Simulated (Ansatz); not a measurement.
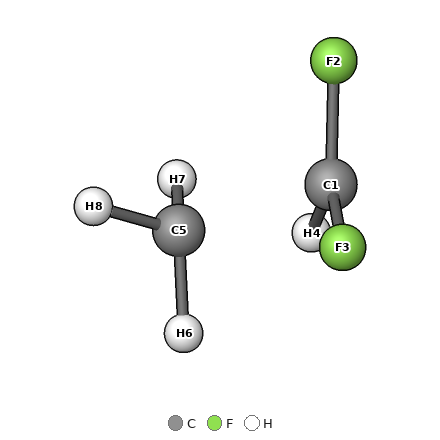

The system is the reacting system C2H4F2 (fragments CF₂ + CH₄ where the first distance is long, C₂H₄F₂ where the second is long); the picture shows the reference structure. First axis: distance C1–C5 (bond that forms). Second axis: distance H4–C5 (bond that breaks). Relaxed at each point: all other coordinates. The scan uses a 9 × 9 grid. Points are written as (first, second). Energies: kJ/mol, counted from a guessed transition structure relaxed with its forming and breaking bonds held. Energies and slopes of some neighbouring points disagree (a jump in structure or state, or too coarse a mesh). The reference is spin-restricted, so regions where a bond is pulled apart into radicals lie too high. Computed with Ansatz 0.2.0, RKS r2SCAN0-D4/def2-SVP.

Its coordinates:

| atom | x (Å) | y (Å) | z (Å) |
| --- | --- | --- | --- |
| C | -0.2946 | -1.0059 | 0.0752 |
| F | -1.4737 | -1.0560 | 0.6564 |
| F | -0.2989 | -1.5328 | -1.1302 |
| H | 0.6212 | -0.4718 | 0.5353 |
| C | 0.2701 | 0.7715 | -0.0286 |
| H | 1.2644 | 0.7425 | -0.4858 |
| H | 0.3023 | 1.1362 | 1.0032 |
| H | -0.3910 | 1.4163 | -0.6254 |

Range: distance C1–C5 (bond that forms) from 1.368 to 2.868 Å; distance H4–C5 (bond that breaks) from 0.963 to 2.763 Å.

Predict the map.

The lowest grid point is at (1.479 Å, 2.219 Å), −402 kJ/mol from a guessed transition structure relaxed with its forming and breaking bonds held. The highest grid point, (1.368 Å, 0.963 Å), lies 696 kJ/mol above the lowest.

| second ↓, first → | 1.368 | 1.479 | 1.633 | 1.808 | 1.999 | 2.202 | 2.415 | 2.637 | 2.868 |
| --- | --- | --- | --- | --- | --- | --- | --- | --- | --- |
| 2.763 | −159 | −238 | −283 | −278 | −229 | −156 | −77 | −2 | 66 |
| 2.486 | −285 | −353 | −365 | −318 | −236 | −145 | −56 | 24 | 92 |
| 2.219 | −363 | −402 | −379 | −306 | −209 | −110 | −19 | 58 | 103 |
| 1.963 | −365 | −383 | −342 | −257 | −156 | −57 | 27 | 69 | 86 |
| 1.720 | −305 | −314 | −266 | −178 | −80 | 6 | 37 | 46 | 56 |
| 1.491 | −195 | −202 | −155 | −73 | 4 | 13 | 6 | 2 | 4 |
| 1.281 | −49 | −59 | −20 | 29 | 15 | −17 | −44 | −61 | −72 |
| 1.097 | 122 | 105 | 109 | 74 | 18 | −36 | −75 | −106 | −117 |
| 0.963 | 294 | 260 | 210 | 140 | 66 | −14 | −50 | −70 | −80 |

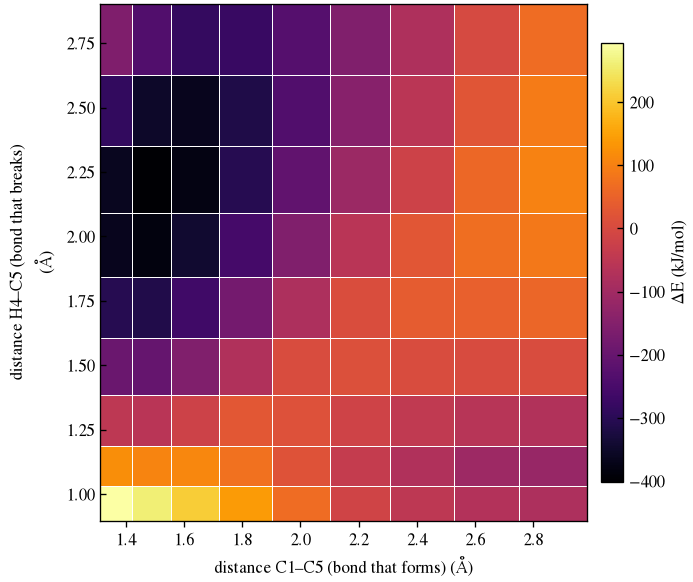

The picture shows one coloured cell a grid point.

Each point was launched as `ansatz run input.yaml --threads 1 --pin off --max-ram 2560MiB --backend cpu --events-out ev --progress --plain --runs-dir out`. Time for the 81 points that were run: 19 min on 1 thread of Arm Neoverse V2 (shared host).
